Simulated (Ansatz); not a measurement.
## Electronic structure of AlCl$_{2}$···H$_{2}$ (doublet) in real space

```xyz
5

Al    0.0000    0.0000   -0.3426
H     0.0000    0.0000    2.4219
Cl    1.8234    0.0000   -1.4358
Cl   -1.8234    0.0000   -1.4358
H     0.0000    0.0000    3.1423
```

Not at a stationary point (largest force 1.8 eV/Å).

Level of theory: Ansatz, UKS B3LYP-D4/def2-SVP.

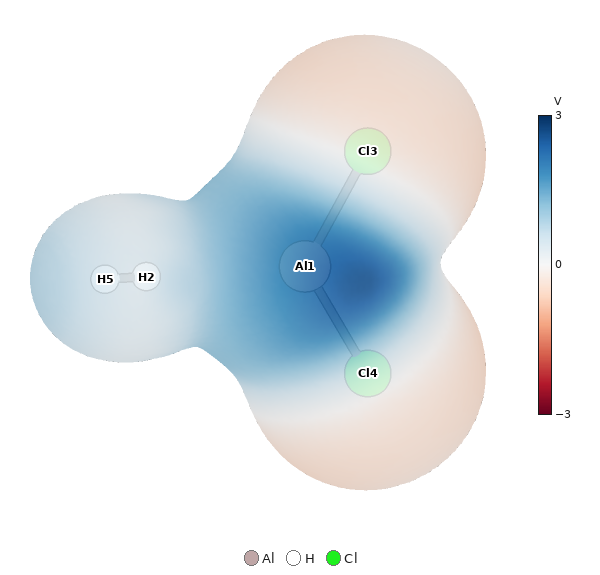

Figure 1. The electrostatic potential painted on the density surface at 0.002 e/bohr³, seen at a tilt; the colour scale runs from red (negative) to blue (positive).

Where is the surface potential most negative and most positive?

The most negative region (about −0.5 V) lies over Cl3 and Cl4, the most positive (about +2.5 V) over Al1.

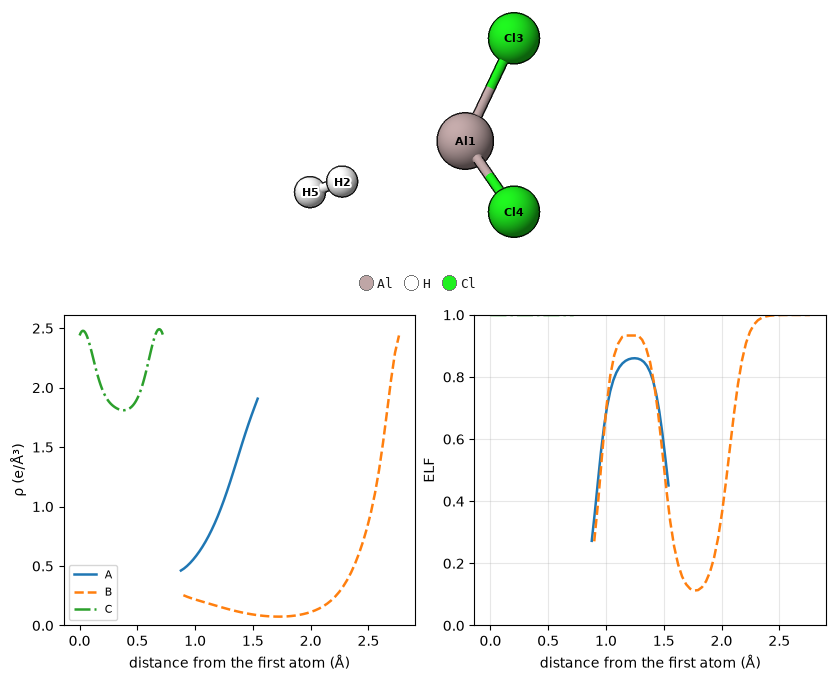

Figure 2. Total electron density and ELF along straight lines between neighbouring atoms. The curves leave out the atomic cores. The structure is drawn too.

Which curve belongs to which contact (Al–Cl, Al–H and H–H)? The first atom named is at distance zero.

Curve A: Al–Cl (2.13 Å): the density is about 0.66 e/Å³ at the midpoint; the ELF peaks at about 0.85 in the valence shell of Cl, 0.9 Å from its nucleus, and is about 0.80 at the midpoint. Curve B: Al1···H2 (2.76 Å): the density falls to about 0.07 e/Å³ on the way; the ELF dips to about 0.10 between them. Curve C: H–H (0.72 Å): ρ at the midpoint is about 1.8 e/Å³; the ELF peaks at about 1 between the atoms (an ordinary covalent bond to hydrogen).

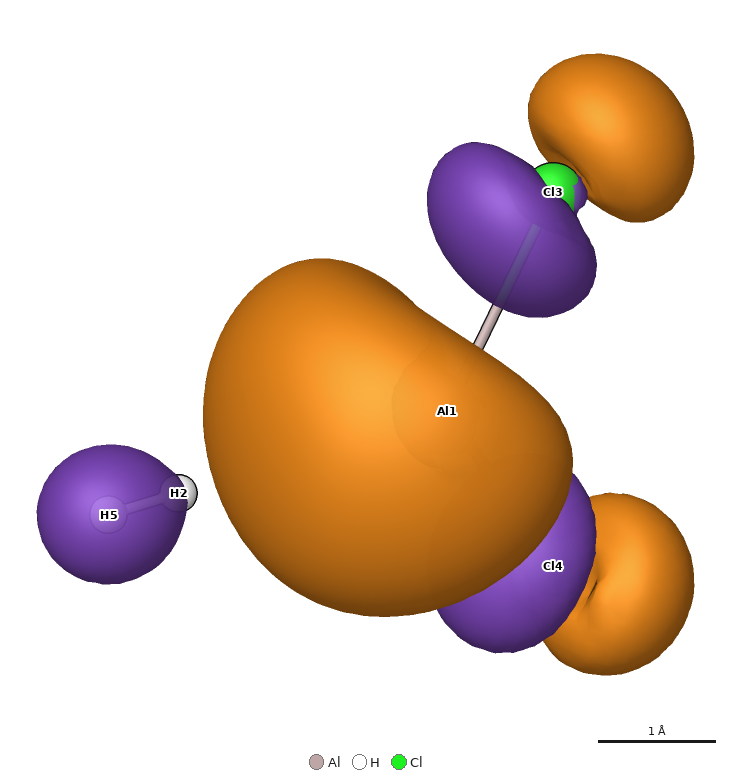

Figure 3. The HOMO (α) at ±0.1 Å⁻³ᐟ² (orange and purple are the two phases), seen at a tilt.

What is the character of this orbital?

It lies mainly on Al1 (about 65 %), Cl3 (about 15 %) and Cl4 (about 15 %); it is symmetric in the molecular plane (an in-plane orbital: σ, lone-pair or in-plane π type). Its energy is −6.29 eV.
